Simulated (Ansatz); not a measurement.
Stretching the In1–Cl2 bond in InCl (multiplicity 1 held). Energies count from the point at 2.441 Å.


R- and RO- levels are restricted; in cc, def2 and unpolarised 6-31G sets they are followed outwards from rest. Unrestricted levels (U-) break spin symmetry where that is lower. Curves can end on different states.

Frozen-core correlation. Filled d and f shells under p-block atoms count as core.

Run with Ansatz (an electronic-structure program). Each number belongs to the level named beside it. In def2 rows elements past Kr take small-core potentials, without spin–orbit coupling.

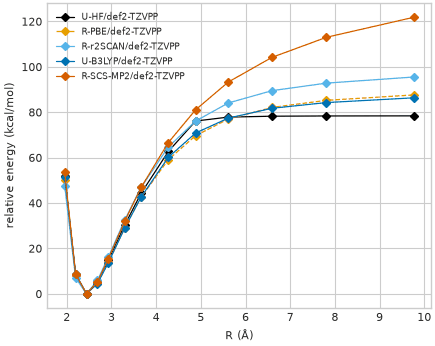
Relative energy along the coordinate

Doubts at one or more of the structures used: a spin-contaminated determinant (U-HF/def2-TZVPP, U-B3LYP/def2-TZVPP); a restricted determinant that unrestricted orbitals would lower (R-PBE/def2-TZVPP, R-r2SCAN/def2-TZVPP, R-SCS-MP2/def2-TZVPP).
